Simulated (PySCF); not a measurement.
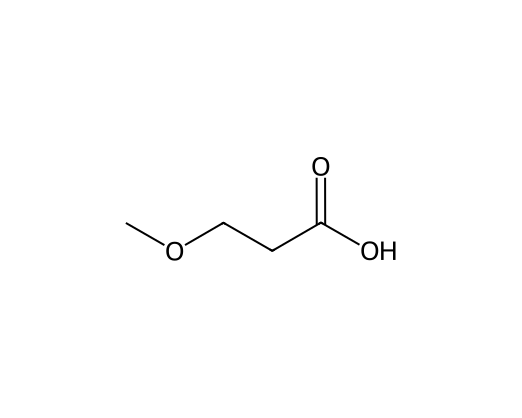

A structural formula.

Question: Give its SMILES.

Answer: COCCC(=O)O

Question: What is the molecular formula?

Answer: C4H8O3.

Question: An optimisation with GFN2-xTB gave a structure of which point group?

Answer: Cs. Other conformers may differ.

The parts below concern this one geometry. Atoms keep their numbers from picture to picture. Computed geometry: GFN2-xTB optimisation. No frequency run is at hand to confirm it as a minimum.

**Geometry**

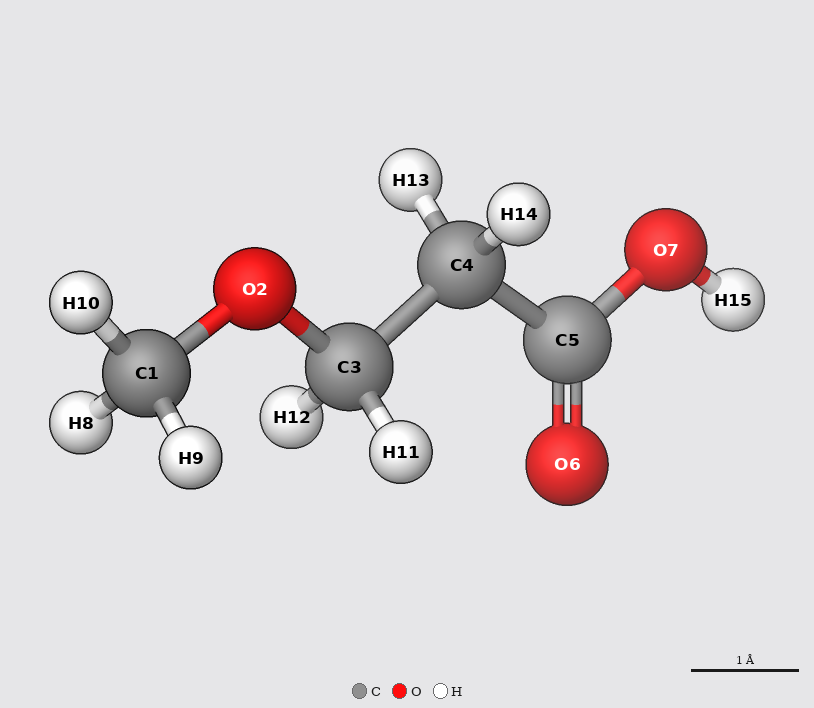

No frequency run is at hand to confirm it as a minimum.

Which atoms are bonded, and how long are the bonds?

| bond | length (Å) | order |
| --- | --- | --- |
| C1–O2 | 1.404 | single |
| C1–H8 | 1.097 | single |
| C1–H9 | 1.097 | single |
| C1–H10 | 1.088 | single |
| O2–C3 | 1.409 | single |
| C3–C4 | 1.524 | single |
| C3–H11 | 1.101 | single |
| C3–H12 | 1.101 | single |
| C4–C5 | 1.505 | single |
| C4–H13 | 1.092 | single |
| C4–H14 | 1.092 | single |
| C5–O6 | 1.201 | double |
| C5–O7 | 1.339 | single |
| O7–H15 | 0.971 | single |

**Charges**

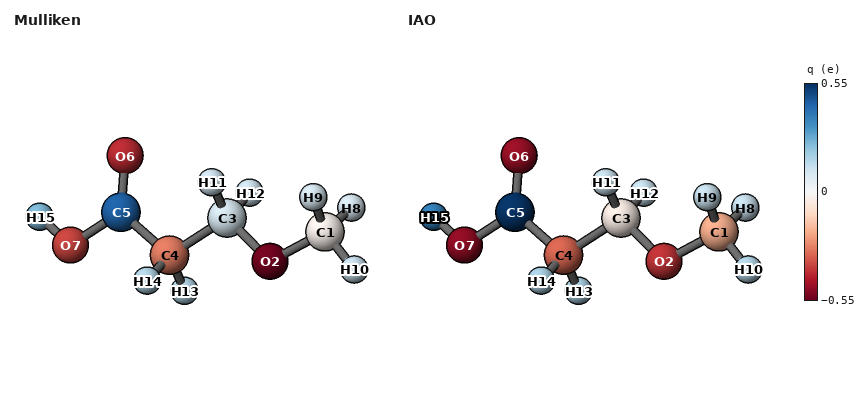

Atomic charges of one calculation by 2 schemes, on one colour scale. No frequency run is at hand to confirm it as a minimum. Method: PBE0/pcSseg-1 (PySCF 2.14.0).

Question: Which scheme gives the most polar picture (largest mean size of the charges)?

Answer: The IAO charges are the largest in size here.

Question: On which atom do the schemes disagree most?

Answer: On C1 (from −0.20 to −0.03 e).

List the charges (e), one line for each set of equivalent atoms.

```json
{"atom": "C1", "Mulliken": "−0.03", "IAO": "−0.20"}
{"atom": "O2", "Mulliken": "−0.53", "IAO": "−0.39"}
{"atom": "C3", "Mulliken": "0.09", "IAO": "−0.04"}
{"atom": "C4", "Mulliken": "−0.28", "IAO": "−0.32"}
{"atom": "C5", "Mulliken": "0.44", "IAO": "0.54"}
{"atom": "O6", "Mulliken": "−0.41", "IAO": "−0.47"}
{"atom": "O7", "Mulliken": "−0.37", "IAO": "−0.48"}
{"atom": "H8, H9", "Mulliken": "0.09", "IAO": "0.12"}
{"atom": "H10", "Mulliken": "0.12", "IAO": "0.16"}
{"atom": "H11, H12", "Mulliken": "0.11", "IAO": "0.12"}
{"atom": "H13, H14", "Mulliken": "0.16", "IAO": "0.17"}
{"atom": "H15", "Mulliken": "0.24", "IAO": "0.37"}
```

**Quadrupole coupling**

No frequency run is at hand to confirm it as a minimum. Electric field gradients from the ground-state density, PBE0/pcSseg-1 (PySCF 2.14.0), non-relativistic apart from any core potentials.

Give the largest field-gradient component, the quadrupole coupling constant and the asymmetry for 17O at O2 (Q = −25.6 mb), 17O at O6 (Q = −25.6 mb), 17O at O7 (Q = −25.6 mb).

| atom | V_zz (a.u.) | e²qQ/h (MHz) | η |
| --- | --- | --- | --- |
| O2 | −2.060 | 12.39 | 0.96 |
| O6 | −1.594 | 9.59 | 0.19 |
| O7 | 1.647 | −9.91 | 0.45 |

**Electronic properties**

No frequency run is at hand to confirm it as a minimum. Method: PBE0/pcSseg-1, gas phase (PySCF 2.14.0).

Question: Estimate the dipole moment.

Answer: 0.36 D.

Question: What is the LUMO energy (Kohn–Sham orbital)?

Answer: 0.28 eV.

Question: Give the HOMO energy (Kohn–Sham orbital) at this level.

Answer: −7.48 eV.

**NMR shielding**

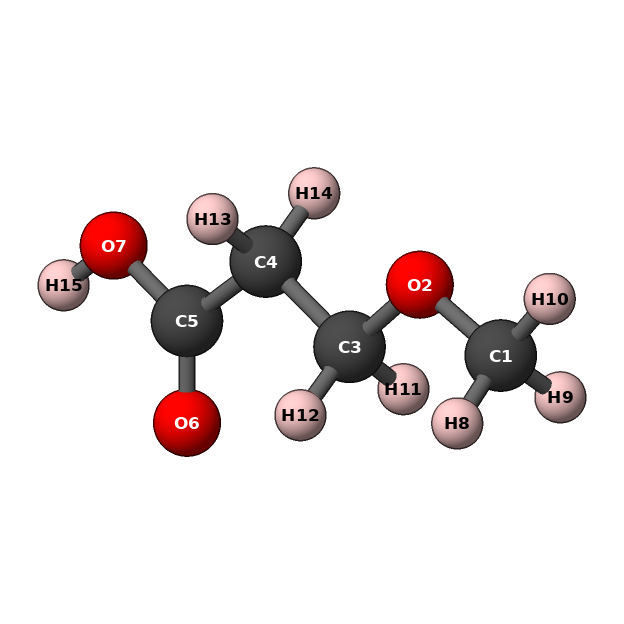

No frequency run is at hand to confirm it as a minimum. Method: GIAO PBE0/pcSseg-1 NMR shielding, non-relativistic, gas phase (PySCF 2.14.0). Principal shieldings σ11 ≤ σ22 ≤ σ33, span Ω = σ33 − σ11, skew κ = 3(σiso − σ22)/Ω.

Question: Which O atom has the most anisotropic shielding?

Answer: O6, with a span of 641 ppm.

Give the shielding tensors of the O atoms.

| atom | σ11 | σ22 | σ33 | σiso | Ω | κ |
| --- | --- | --- | --- | --- | --- | --- |
| O2 | 293.3 | 312.2 | 335.8 | 313.8 | 42.5 | 0.11 |
| O6 | −365.0 | −213.6 | 275.9 | −100.9 | 641.0 | 0.53 |
| O7 | −29.6 | 143.9 | 260.2 | 124.8 | 289.8 | −0.20 |

Shieldings and span in ppm.

Mulliken values depend strongly on the basis set and can even reverse the polarity of a bond.
